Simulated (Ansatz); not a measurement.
Run report: ZrH₂ClOF₃, nudged elastic band (part 2 of 2)

Continued. System: ZrH₂ClOF₃. Method: RKS B3LYP-D4/def2-SVP (Ansatz 0.2.0). The run did not end well. It belongs to a series of runs on one base structure; here: band between the two ends.

Geometry of the input (Å):
```
Zr -0.0214  -0.0783  0.0338
O  -0.1829  -0.1581  2.0032
H  -0.6121  0.2998  2.7346
F  1.7159  0.3782  -0.6210
F  -1.0665  1.4563  -0.3883
F  -0.9108  -1.4864  -0.9048
Cl 1.5205  -2.4196  1.2579
H  0.8795  -1.6596  2.1222
```

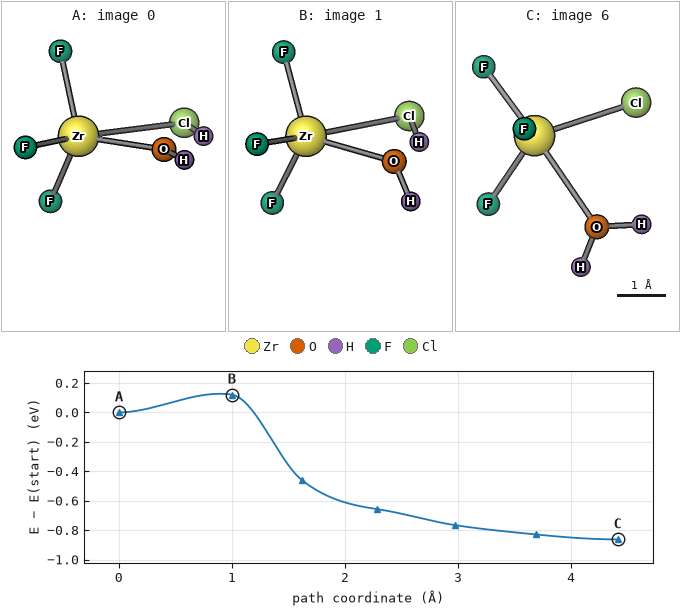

Figure 1. Images of the last band (counted from 0; ball-and-stick, seen at a tilt) above the energy along the path; the line is a cubic interpolation that uses the forces. The highest image is number 1, 0.121 eV above the start and 0.984 eV above the end (the climbing image); the end lies 0.863 eV below the start. The path is 4.41 Å long. The band had not converged after 60 iterations.

```
Unfinished report: {"positions_ang":[[0.08942184603321683,-0.14297791930778997,0.025404016232846244],[-0.08255943184195726,-0.17446043030878822,2.093086104784804],[-0.8486081385526739,-0.27619883074339385,2.676194310448607],[1.723877502089968,0.16827550685577292,-0.8974981695434584],[-0.7973182966538916,1.5055814381080308,-0.32619848995295886],[-1.1082120589215667,-1.3908354304764725,-0.7582676249776265],[1.5823967312632101,-2.155506288298345,1.3279407880577714],[0.7633998465836945,-1.2016800358290145,2.0968380549500125]],"unchecked":["starts","cluster_reference","orbital_swaps","neighbouring_geometries","increment"],"mean_field":{"relativity":"none","state":{"energy":{"ev":-24031.219241204093,"hartree":-883.1310181688085},"converged":true,"gradient_ev":8.906582379000348e-6,"stability":{"kind":"minimum","curvature_ev":38.35169503025517},"curvature_floor_ev":0.00030000000000000003,"spin_squared":3.552713678800501e-14},"others":[],"fillings":{"estimated":0,"unestimated":0,"tried":0,"untried":0,"excluded_magnetic_sites":0},"n_dropped_functions":0,"n_trapped_functions":0,"passes":{"evaluations":4,"products":27},"factors":{"origin":"Cholesky decomposition","count":1188,"bound_ev":0.0013476657391487052},"gradient_stop_ev":0.00009,"reference_kind":"stationary","functional":{"name":"B3LYP","citations":["Stephens, Devlin, Chabalowski & Frisch, J. Phys. Chem. 98, 11623 (1994) doi:10.1021/j100096a001","Becke, Phys. Rev. A 38, 3098 (1988) doi:10.1103/PhysRevA.38.3098","Lee, Yang & Parr, Phys. Rev. B 37, 785 (1988) doi:10.1103/PhysRevB.37.785","Vosko, Wilk & Nusair, Can. J. Phys. 58, 1200 (1980) doi:10.1139/p80-159"],"text":"name \"B3LYP\"\ncite \"Stephens, Devlin, Chabalowski & Frisch, J. Phys. Chem. 98, 11623 (1994) doi:10.1021/j100096a001\"\ncite \"Becke, Phys. Rev. A 38, 3098 (1988) doi:10.1103/PhysRevA.38.3098\"\ncite \"Lee, Yang & Parr, Phys. Rev. B 37, 785 (1988) doi:10.1103/PhysRevB.37.785\"\ncite \"Vosko, Wilk & Nusair, Can. J. Phys. 58, 1200 (1980) doi:10.1139/p80-159\"\nparameter a0 = 0.2\nparameter ax = 0.72\nparameter ac = 0.81\nexchange = (1 - a0 - ax)*slater_x + ax*b88_x + a0*exact_x\ncorrelation = (1 - ac)*vwn_rpa_c + ac*lyp_c\n","parameters":{"a0":{"value":0.2,"default":0.2},"ac":{"value":0.81,"default":0.81},"ax":{"value":0.72,"default":0.72}},"final_grid":{"core_spheres":13.0,"valence_spheres":11.0,"degree":36.0},"final_grid_parameter_source":"default","radial_points_factor":1.0,"radial_grid_error_ev":6.729326096032238e-7,"grid_sensitivity":"normal","grid_sensitivity_ratio":0.0013437628806248659},"unsmoothed_excess_ev":-0.0003266684385576101,"symmetry":{"irreps":["A"],"axes":[[0.9999976179187862,0.0009924543963514146,-0.001944014152417389],[-0.001001848551426036,0.9999877980938909,-0.0048373508051243914],[0.0019391895816659867,0.004839286889924464,0.9999864103307423]],"occupied":[{"A":33},{"A":33}]},"held":{"pivots":1188,"left_out":0,"joined":0},"density_repulsion":{"missed_ev":0.000022666767225441476,"excess_ev":6.789616451228873e-8,"most_excess_ev":0.0001782,"are_drawn_again":false,"n_first_factors":1188,"energy_change_ev":0.0,"n_dropped_ends":0}},"factors":{"origin":"Cholesky decomposition","count":1188,"bound_ev":0.0013476657391487052},"n_frozen":0,"n_occupied":[33,33],"n_virtual":[82,82],"reference":{"ev":-24031.219241204093,"hartree":-883.1310181688085},"dispersion":{"energy":{"ev":-0.29983619954567936,"hartree":-0.01101877709702815},"switches_in_reach":[]},"total":{"ev":-24031.51907740364,"hartree":-883.1420369459055},"forces_ev_per_angstrom":[[0.05417255387740931,-0.07609600293704152,-0.04037993256336663],[0.06733204708492349,-0.11039629334483506,0.03303443149808374],[0.030727127838996747,0.13779362098399678,0.027494069837553342],[-0.0033142012704331404,0.04028797837507071,-0.05216480200162513],[-0.005201322944603567,-0.06300181259847033,0.10330956706694276],[0.03201146451805252,-0.018960457490452408,-0.07356175063110526],[0.028222871216659017,0.010126702737481431,-0.08122537353129419],[-0.20395054030564921,0.08024626426219263,0.08349379032703355]],"charge_distribution":{"dipole_moment_e_ang":[-0.340277070340941,0.027236978711202113,0.6076991490110681],"mulliken_charges_e":[1.235636505438027,-0.46621605251213083,0.23221446025699632,-0.32902247613227864,-0.3304713156400769,-0.3292088070983006,-0.2753951800996326,0.26246286578743505],"lowdin_charges_e":[-0.37530709048168553,0.11180230666175639,0.02722756632979839,0.007663948725925351,0.013768325881255095,0.010932999625206108,0.20332638328263286,0.000585559975139649]},"n_threads":4,"memory_gib":4.261363637633622,"seconds":{"hamiltonian":1.986167382,"orbitals":0.0,"second_order":0.0,"solver_start":0.0,"cycles":0.0,"cycle":0.0,"perturbative":0.0,"full_ci_increment":0.0,"forces":0.0}}
this run last wrote the band of iteration 60 to [file]
Error: NEB band did not converge after 60 iterations: max|band force component| = 1.97e-1 eV/Å (threshold 5.0e-2); raise `neb.max_iterations` in a new run, which can start from the last band evaluated (`neb.initial_path`, with `crystal.atoms` and `neb.final_atoms` set to its first and last images), add images, or start from endpoints closer to local minima. Where this run's directory can be resumed (`checkpoint.write`), a resume goes on for up to `neb.max_iterations` more; to start a new run from the last band, take its images' positions from the `neb_iteration` event of iteration 60 (`data.images[].positions_ang`), in the event stream of the run that computed that iteration (not this run's, if it was resumed behind it). With `checkpoint.write`, `steps/00-neb/state/checkpoint.json` in the run directory holds the last saved band, under `neb.evaluated.images[].positions_ang` (a band under a hybrid functional on support functions is neither saved nor resumed: `neb.initial_path` says where its path is): check the last entry of `neb.iterations` there, which is earlier than 60 if that iteration was not saved or its write failed. If the band's step has no `state` directory and holds `state.next`, a write was cut short, and the file is under `state.next` instead (behind a loss of power it can be under `state.prev`)
this run wrote the band of iteration 60 to [file] as well, whether or not its events were kept: a new run's `neb.initial_path` can list its `images[].positions_ang`
a run's events are kept only if it was started with --events-out <file>, and are in that file
```

**The last band as extended XYZ (Å, eV, eV/Å)**
```
8
Properties=species:S:1:pos:R:3:forces:R:3 image=0 energy=-24031.63977
Zr   -0.0214   -0.0783    0.0338    0.0063  -0.0100  -0.0030
O    -0.1829   -0.1581    2.0032   -0.0120   0.0154  -0.0150
H    -0.6121    0.2998    2.7346    0.0046  -0.0004   0.0039
F     1.7159    0.3782   -0.6210   -0.0083  -0.0022   0.0037
F    -1.0665    1.4563   -0.3883   -0.0021   0.0010   0.0077
F    -0.9108   -1.4864   -0.9048    0.0070   0.0050   0.0030
Cl    1.5205   -2.4196    1.2579    0.0063  -0.0103  -0.0050
H     0.8795   -1.6596    2.1222   -0.0018   0.0016   0.0047
8
Properties=species:S:1:pos:R:3:forces:R:3 image=1 energy=-24031.51875
Zr    0.0894   -0.1430    0.0254    0.0542  -0.0761  -0.0404
O    -0.0826   -0.1745    2.0931    0.0673  -0.1104   0.0330
H    -0.8486   -0.2762    2.6762    0.0307   0.1378   0.0275
F     1.7239    0.1683   -0.8975   -0.0033   0.0403  -0.0522
F    -0.7973    1.5056   -0.3262   -0.0052  -0.0630   0.1033
F    -1.1082   -1.3908   -0.7583    0.0320  -0.0190  -0.0736
Cl    1.5824   -2.1555    1.3279    0.0282   0.0101  -0.0812
H     0.7634   -1.2017    2.0968   -0.2040   0.0802   0.0835
8
Properties=species:S:1:pos:R:3:forces:R:3 image=2 energy=-24032.10059
Zr    0.2176   -0.3061   -0.0481    0.1348  -0.1658  -0.0771
O    -0.0447   -0.1888    2.1643    0.0182  -0.0134   0.0913
H    -0.8284   -0.1704    2.7323   -0.0336   0.0983   0.0174
F     1.7343    0.2473   -1.0417   -0.0052   0.0256  -0.2034
F    -0.7705    1.3401   -0.1243    0.0867  -0.1489   0.2610
F    -1.0538   -1.4299   -0.8957    0.0469  -0.0322  -0.1389
Cl    1.5492   -2.1547    1.1190    0.0115   0.0448  -0.2729
H     0.5187   -1.0053    2.3316   -0.2594   0.1915   0.3226
8
Properties=species:S:1:pos:R:3:forces:R:3 image=3 energy=-24032.29683
Zr    0.3015   -0.3738   -0.0922    0.0040   0.0078   0.0229
O    -0.1126   -0.2225    2.2016   -0.0621  -0.0671  -0.0539
H    -0.9752   -0.1892    2.6444    0.0704   0.1473  -0.0193
F     1.5907    0.1532   -1.3883   -0.0537  -0.0275  -0.0283
F    -0.5714    1.3247    0.0970    0.0164   0.0217   0.0561
F    -1.0807   -1.4177   -0.8739    0.0450  -0.0291   0.0081
Cl    1.7252   -2.0456    1.0177    0.0771   0.0468  -0.0338
H     0.4448   -0.8970    2.6311   -0.0970  -0.0999   0.0482
8
Properties=species:S:1:pos:R:3:forces:R:3 image=4 energy=-24032.40593
Zr    0.3664   -0.3313   -0.0940    0.0057  -0.0006   0.0102
O    -0.2583   -0.3824    2.1640   -0.0400  -0.0775  -0.0216
H    -1.1036   -0.2488    2.6162    0.0102   0.0818  -0.0126
F     1.4530    0.0333   -1.6146   -0.0585  -0.0285  -0.0358
F    -0.3047    1.4442    0.1674    0.0621   0.0198   0.0409
F    -1.0972   -1.3930   -0.6881    0.0185  -0.0171   0.0040
Cl    1.9872   -1.7622    1.0341    0.0721   0.0648  -0.0224
H     0.2796   -1.0276    2.6526   -0.0701  -0.0426   0.0373
8
Properties=species:S:1:pos:R:3:forces:R:3 image=5 energy=-24032.46912
Zr    0.4062   -0.2780   -0.0826    0.0058  -0.0028   0.0118
O    -0.3458   -0.4425    2.1603   -0.0137  -0.0369  -0.0135
H    -1.2476   -0.5673    2.4890   -0.0192   0.0265  -0.0179
F     1.2648   -0.1472   -1.7772   -0.0497  -0.0212  -0.0160
F     0.0046    1.5660    0.2040    0.0548   0.0096   0.0158
F    -1.1653   -1.2847   -0.4877    0.0034  -0.0038   0.0075
Cl    2.1552   -1.5022    1.0582    0.0542   0.0501  -0.0123
H     0.2503   -1.0118    2.6734   -0.0356  -0.0214   0.0246
8
Properties=species:S:1:pos:R:3:forces:R:3 image=6 energy=-24032.50271
Zr    0.4459   -0.2332   -0.0508    0.0075  -0.0048   0.0031
O    -0.4290   -0.5030    2.1374   -0.0015  -0.0098   0.0161
H    -1.2975   -0.9276    2.2110    0.0178   0.0024  -0.0007
F     1.0802   -0.2704   -1.8461    0.0021   0.0002  -0.0005
F     0.3307    1.6400    0.2750    0.0016   0.0016   0.0007
F    -1.2405   -1.1137   -0.3226   -0.0047  -0.0019   0.0011
Cl    2.2752   -1.3520    1.0382   -0.0033   0.0038  -0.0070
H     0.1573   -0.9078    2.7955   -0.0196   0.0085  -0.0129
```

**What the run reported**

```csv
quantity,value
outcome,not converged
"barrier, forward (band not converged)",0.121 eV
"barrier, backward",0.984 eV
wall time,10 min (CPU time 38 min)
peak memory,0.29 GiB
```

**What went wrong**

The run did not converge: “NEB band did not converge after 60 iterations: max|band force component| = 1.97e-1 eV/Å (threshold 5.0e-2); raise `neb.max_iterations` in a new run, which can start from the last band evaluated (`neb.initial_path`, with `crystal.atoms` and `neb.final_atoms` set to its first and last images), add images, or start from endpoints closer to local minima …” Its last values are not results.
